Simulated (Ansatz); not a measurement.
**GeH2NS (SMILES [NH2+]=[Ge]=[S]) (charge +1): density, localisation and related maps**

```xyz
5

Ge   -3.0418    0.3010    2.0538
N    -3.4871   -1.0584    1.0423
S    -2.3690    1.7572    3.2248
H    -4.1066   -1.7943    1.4113
H    -3.4836   -0.9607    0.0167
```

Geometry: PBE-D3(BJ)/def2-SVP.

The calculation used isolated molecule in a Gaussian basis; Kohn-Sham density functional theory, functional PBE0 (Ansatz 0.2.0).

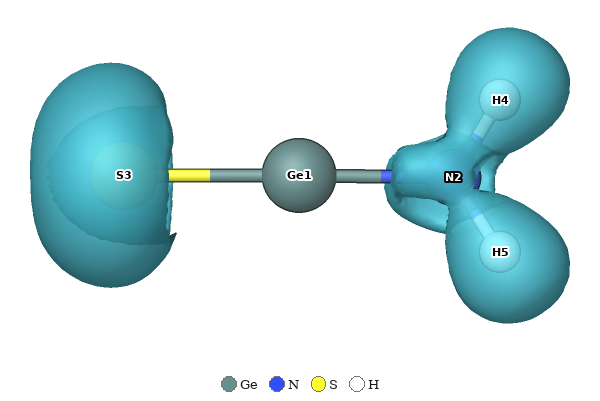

Figure 1. Isosurface of the electron localisation function at 0.8 (cyan), seen across its widest extent. Core shells and regions of very low density are left out.

### Where are the electrons localised?

At this value the surface marks out one ring or bowl of non-bonding electrons around S and one joined region spread over several atoms (H, N), in which their bonds and any lone pairs are merged.


Ge–N (1.75 Å): the ELF peaks at about 0.85 in the valence shell of N, 0.6 Å from its nucleus, and is about 0.45 at the midpoint. Ge–S (1.99 Å): the ELF peaks at about 0.70 in the valence shell of S, 0.9 Å from its nucleus, and is about 0.60 at the midpoint.

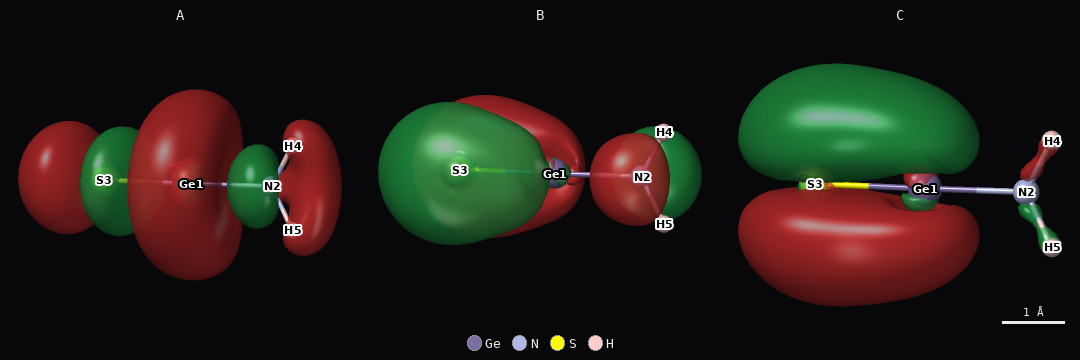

Figure 2. Three frontier orbitals at ±0.08 Å⁻³ᐟ² (green and red are the two phases), in no order.

### Order the three orbitals by energy and name them.

C is the HOMO−1 (−14.05 eV). By Hirshfeld shares it lies mainly on S3 (about 70 %) and Ge1 (about 25 %). B is the HOMO (−13.71 eV). By Hirshfeld shares it lies mainly on S3 (about 70 %), Ge1 (about 15 %) and N2 (about 15 %); largely a lone pair of S3. A is the LUMO (−8.43 eV). Its weight (Hirshfeld) is mainly on Ge1 (about 45 %), S3 (about 30 %) and N2 (about 15 %).

### What is the HOMO–LUMO gap?

5.28 eV between the orbital energies.

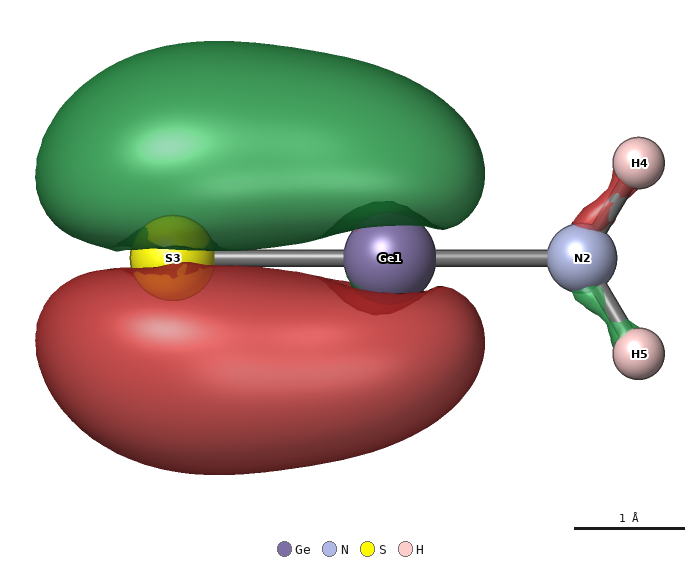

Figure 3. The HOMO−1 at ±0.08 Å⁻³ᐟ² (green and red are the two phases), seen across its widest extent.

### What is the character of this orbital?

Its weight (Hirshfeld) is mainly on S3 (about 70 %) and Ge1 (about 25 %). Its energy is −14.05 eV.
